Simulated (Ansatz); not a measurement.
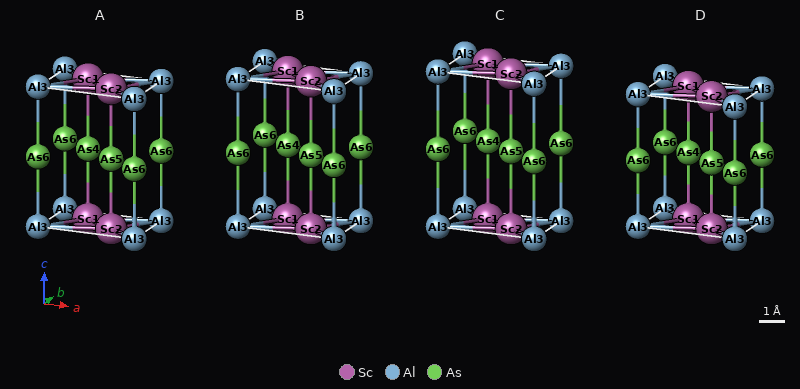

4 geometries from one relaxation of a crystal of Sc2AlAs3 (a generated structure, set up in P6/mmm) (coarse preliminary run), in shuffled order. The picture is a ball-and-stick view of the cell of the calculation, seen slightly off an axis.

Method: DFT PBE, scalar-relativistic, plane waves, PAW in Ansatz. (plane-wave cutoff 420 eV; k-point mesh 6 × 6 × 4; occupations gaussian; smearing width 0.1 eV; no spin polarisation; cell and atoms relaxed; force threshold 0.04 eV/Å; at most 70 steps)

Put them in the order of the run, from the start to the converged end.

Answer. C, B, A, D. They are steps 0, 1, 2, 4, at +1.414 eV per cell of the calculation, +0.764 eV per cell of the calculation, +0.232 eV per cell of the calculation relative to the last. No atom moves by more than 0.005 Å relative to the cell. The volume changes by −13.4 %, with a = b 5.228 → 5.267 Å (+0.7 %), c 6.326 → 5.399 Å (−14.6 %). Among the contacts that change: Al3–As6 3.163 → 2.700 Å, Sc1–As4 3.163 → 2.700 Å, Sc1–Sc2 3.018 → 3.041 Å, Sc1–Al3 3.018 → 3.041 Å. The space group stays P6/mmm (No. 191). After 3 accepted moves (4 points after the start) the energy has fallen by 1.414 eV per cell of the calculation. All forces vanish by symmetry, so only the cell relaxes. Pressure: −5.36 GPa at the start and 0.30 GPa at the end. At 1 point the geometry stayed and the basis and grid were re-selected for the new cell (energy shift of 1.6 meV per cell of the calculation at most each time).
